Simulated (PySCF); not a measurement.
**Run report: C2H6BrClSi, geometry relaxation**

The run: geometry relaxation of C2H6BrClSi, SMILES ClCC[SiH2]Br. Method and program: PBE0-D3(BJ)/def2-SVP geometry optimisation, gas phase (PySCF 2.14.0).

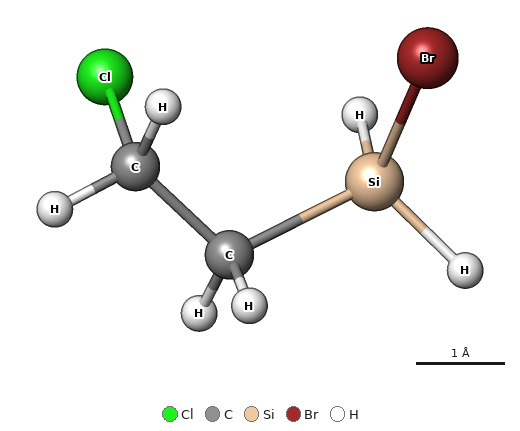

Fig. 1: The structure as given in the input (ball-and-stick view, seen at a tilt).

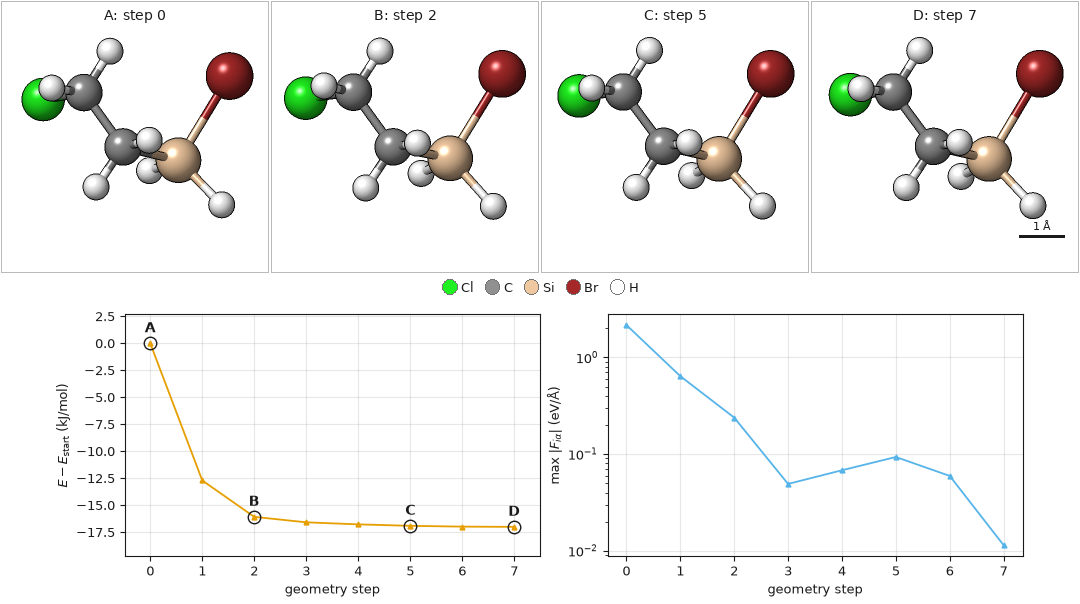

Fig. 2: Frames of the relaxation (ball-and-stick view, seen at a tilt) above the curves, on which the letters mark them (steps are counted from 0).

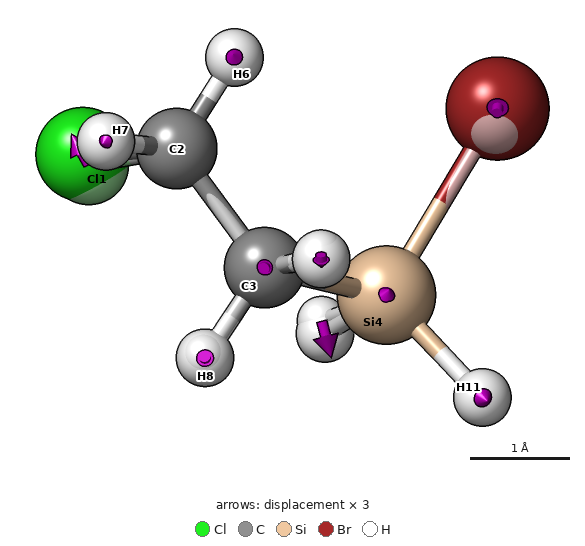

Fig. 3: Start (faint) and end (solid) with the displacements as pink arrows, magnified 3 times (ball-and-stick view, seen at a tilt). The two geometries are laid on each other by the best rigid fit. The energy falls by 17.0 kJ/mol in 7 geometry steps. The largest force component goes from 2.2 to 0.011 eV/Å. The atom that moves furthest after the best rigid fit is H10 (0.13 Å). Largest moves by element: H 0.13 Å, Cl 0.12 Å, Br 0.09 Å, Si 0.06 Å, C 0.05 Å. Among the contacts that change: C3–Si4 1.955 → 1.885 Å, Si4–H10 1.424 → 1.486 Å, Si4–H11 1.444 → 1.491 Å, Si4–Br5 2.206 → 2.235 Å. Among the angles that change: H10–Si4–H11 116.0° → 109.8°, C2–C3–Si4 113.1° → 116.1°, H8–C3–H9 109.5° → 106.7°. (Atoms are counted from 1 in the order of the input.)

These pictures come from the run below.

## Input file
```
{"job": {"xc": "PBE0", "basis": "def2-SVP", "d3": "d3bj", "grid": 1, "maxiter": 30, "shake": 0.01, "kind": "geom"}, "charge": 0, "multiplicity": 1}
Cl    -0.625300     1.936260    -1.065060
C     -1.252270     0.634760    -0.028720
C     -0.454960    -0.622810    -0.259870
Si     1.459720    -0.384950     0.058460
Br     1.620800     0.389120     2.118050
H     -1.168280     0.997730     0.999930
H     -2.288730     0.494210    -0.277450
H     -0.568410    -0.964280    -1.278720
H     -0.831500    -1.391480     0.428610
H      2.068640     0.574430    -0.799320
H      2.078410    -1.688830     0.088430
```

The first line tells a small driver script what to run in PySCF; the rest is the geometry in Å.

Command:
```bash
OMP_NUM_THREADS=1 python <driver script> task.json out
```

## What the program printed
```
step   0  E = -3402.45357247  max force = 0.042122
step   1  E = -3402.45841088  max force = 0.012449
step   2  E = -3402.45969383  max force = 0.004640
step   3  E = -3402.45988697  max force = 0.000955
step   4  E = -3402.45995900  max force = 0.001322
step   5  E = -3402.46001086  max force = 0.001815
step   6  E = -3402.46003888  max force = 0.001156
step   7  E = -3402.46004705  max force = 0.000221
optimisation converged
```

## Trajectory as extended XYZ (Å, eV, eV/Å), 8 frames, from step=0 to step=7
```
11
Properties=species:S:1:pos:R:3:forces:R:3 step=0 energy=-92585.47758
Cl   -0.6253    1.9363   -1.0651   -0.0475   0.4577  -0.2576
C    -1.2523    0.6348   -0.0287    0.7566   0.0157   0.0011
C    -0.4550   -0.6228   -0.2599    1.2004   0.4414   0.8715
Si    1.4597   -0.3850    0.0585   -2.1660  -0.3753   0.6203
Br    1.6208    0.3891    2.1181    0.0658   0.2556   0.5560
H    -1.1683    0.9977    0.9999   -0.0173  -0.0429   0.1930
H    -2.2887    0.4942   -0.2774   -0.8591  -0.0273  -0.1689
H    -0.5684   -0.9643   -1.2787   -0.1951  -0.3235  -0.7113
H    -0.8315   -1.3915    0.4286    0.0897  -0.2761   0.0029
H     2.0686    0.5744   -0.7993    0.6462   0.6662  -0.8979
H     2.0784   -1.6888    0.0884    0.5263  -0.7916  -0.2091
11
Properties=species:S:1:pos:R:3:forces:R:3 step=1 energy=-92585.60923
Cl   -0.5892    2.0540   -1.1864    0.0209  -0.1196   0.0917
C    -1.2348    0.7093   -0.1852   -0.2102   0.1023  -0.0296
C    -0.4144   -0.5550   -0.3199    0.1359  -0.1102   0.0681
Si    1.3333   -0.4704    0.4194   -0.0969   0.1779  -0.6402
Br    1.2730    0.3076    2.5121   -0.0518  -0.0458  -0.0964
H    -1.2453    1.0670    0.8543   -0.0255   0.0287   0.0008
H    -2.2791    0.5574   -0.5067    0.1516   0.0104   0.0078
H    -0.3546   -0.8572   -1.3882    0.1339   0.0623   0.2831
H    -0.9383   -1.3682    0.2038   -0.1549  -0.0973   0.0580
H     2.1301    0.4579   -0.4307    0.1577  -0.0017   0.1839
H     1.9712   -1.8173    0.4301   -0.0608  -0.0069   0.0728
11
Properties=species:S:1:pos:R:3:forces:R:3 step=2 energy=-92585.64415
Cl   -0.5682    2.0415   -1.1603    0.0169   0.0047   0.0156
C    -1.2433    0.7076   -0.1731   -0.0378   0.0489  -0.0441
C    -0.4203   -0.5572   -0.3078   -0.0602  -0.0637   0.1644
Si    1.3337   -0.4594    0.3774    0.0431   0.0613  -0.2386
Br    1.2582    0.3088    2.4672   -0.0128   0.0297   0.0821
H    -1.2662    1.0692    0.8651   -0.0042  -0.0389   0.0040
H    -2.2789    0.5592   -0.5098    0.0187  -0.0015  -0.0286
H    -0.3494   -0.8618   -1.3663   -0.0123   0.0141  -0.0089
H    -0.9482   -1.3723    0.2202    0.0485   0.0041   0.0051
H     2.1825    0.4635   -0.4250    0.0257  -0.0314   0.0499
H     1.9518   -1.8138    0.4150   -0.0254  -0.0273  -0.0010
11
Properties=species:S:1:pos:R:3:forces:R:3 step=3 energy=-92585.64940
Cl   -0.5588    2.0459   -1.1391    0.0065   0.0022   0.0133
C    -1.2506    0.7085   -0.1692    0.0141   0.0013   0.0037
C    -0.4248   -0.5557   -0.2979   -0.0380   0.0179   0.0390
Si    1.3380   -0.4540    0.3583    0.0270   0.0022  -0.0226
Br    1.2722    0.3146    2.4543    0.0013   0.0134   0.0241
H    -1.2845    1.0617    0.8713   -0.0169  -0.0162   0.0093
H    -2.2805    0.5598   -0.5208   -0.0037   0.0092  -0.0293
H    -0.3588   -0.8604   -1.3560   -0.0292  -0.0205  -0.0395
H    -0.9427   -1.3730    0.2357    0.0491   0.0117   0.0161
H     2.2069    0.4562   -0.4329   -0.0031  -0.0104  -0.0051
H     1.9352   -1.8184    0.3988   -0.0072  -0.0107  -0.0090
11
Properties=species:S:1:pos:R:3:forces:R:3 step=4 energy=-92585.65136
Cl   -0.5463    2.0543   -1.1081    0.0039   0.0126   0.0044
C    -1.2558    0.7095   -0.1625    0.0250  -0.0229   0.0291
C    -0.4291   -0.5541   -0.2914   -0.0057   0.0426  -0.0545
Si    1.3414   -0.4529    0.3431    0.0070  -0.0112   0.0680
Br    1.2924    0.3247    2.4399    0.0059  -0.0054  -0.0184
H    -1.3037    1.0513    0.8812   -0.0174  -0.0100   0.0050
H    -2.2801    0.5656   -0.5320   -0.0031   0.0108  -0.0187
H    -0.3720   -0.8616   -1.3504   -0.0293  -0.0216  -0.0080
H    -0.9355   -1.3722    0.2500    0.0195   0.0034   0.0244
H     2.2172    0.4452   -0.4523   -0.0085   0.0000  -0.0251
H     1.9234   -1.8246    0.3849    0.0027   0.0018  -0.0062
11
Properties=species:S:1:pos:R:3:forces:R:3 step=5 energy=-92585.65277
Cl   -0.5291    2.0698   -1.0615    0.0003   0.0131   0.0005
C    -1.2592    0.7111   -0.1520    0.0169  -0.0252   0.0355
C    -0.4344   -0.5521   -0.2871    0.0220   0.0289  -0.0933
Si    1.3444   -0.4550    0.3260   -0.0084  -0.0062   0.0874
Br    1.3193    0.3376    2.4187    0.0045  -0.0176  -0.0345
H    -1.3248    1.0343    0.8966   -0.0107  -0.0018   0.0010
H    -2.2770    0.5773   -0.5433    0.0010   0.0101  -0.0057
H    -0.3914   -0.8646   -1.3462   -0.0183  -0.0131   0.0171
H    -0.9296   -1.3696    0.2651   -0.0087   0.0011   0.0203
H     2.2207    0.4288   -0.4842   -0.0074   0.0034  -0.0268
H     1.9130   -1.8325    0.3703    0.0088   0.0073  -0.0016
11
Properties=species:S:1:pos:R:3:forces:R:3 step=6 energy=-92585.65354
Cl   -0.5152    2.0844   -1.0223   -0.0005   0.0083  -0.0006
C    -1.2590    0.7131   -0.1422    0.0033  -0.0098   0.0199
C    -0.4384   -0.5511   -0.2873    0.0235   0.0016  -0.0594
Si    1.3454   -0.4591    0.3142   -0.0101   0.0019   0.0447
Br    1.3381    0.3435    2.4017    0.0013  -0.0150  -0.0210
H    -1.3357    1.0200    0.9104   -0.0015   0.0012   0.0004
H    -2.2728    0.5906   -0.5477    0.0021   0.0045   0.0024
H    -0.4075   -0.8671   -1.3457   -0.0057  -0.0009   0.0176
H    -0.9291   -1.3661    0.2726   -0.0164   0.0014   0.0082
H     2.2170    0.4154   -0.5118   -0.0031   0.0013  -0.0128
H     1.9090   -1.8384    0.3607    0.0071   0.0053   0.0007
11
Properties=species:S:1:pos:R:3:forces:R:3 step=7 energy=-92585.65376
Cl   -0.5094    2.0919   -1.0061    0.0000   0.0020   0.0013
C    -1.2569    0.7150   -0.1370   -0.0032   0.0022   0.0034
C    -0.4400   -0.5507   -0.2900    0.0093  -0.0089  -0.0114
Si    1.3447   -0.4626    0.3099   -0.0040   0.0028   0.0019
Br    1.3433    0.3397    2.3958   -0.0006  -0.0058  -0.0028
H    -1.3345    1.0144    0.9177    0.0029   0.0007   0.0006
H    -2.2704    0.5990   -0.5448    0.0012   0.0005   0.0036
H    -0.4147   -0.8666   -1.3481    0.0006   0.0047   0.0052
H    -0.9326   -1.3639    0.2718   -0.0087   0.0016  -0.0010
H     2.2123    0.4102   -0.5227    0.0003  -0.0006  -0.0005
H     1.9099   -1.8412    0.3560    0.0023   0.0007  -0.0002
```

## Results in brief

- outcome: converged
- total energy: −3402.460047 hartree
- dipole moment: 2.46 D
- point group: C1
- hardware: 1 CPU thread, shared host
- wall time: 50 s
- peak memory: 0.55 GiB
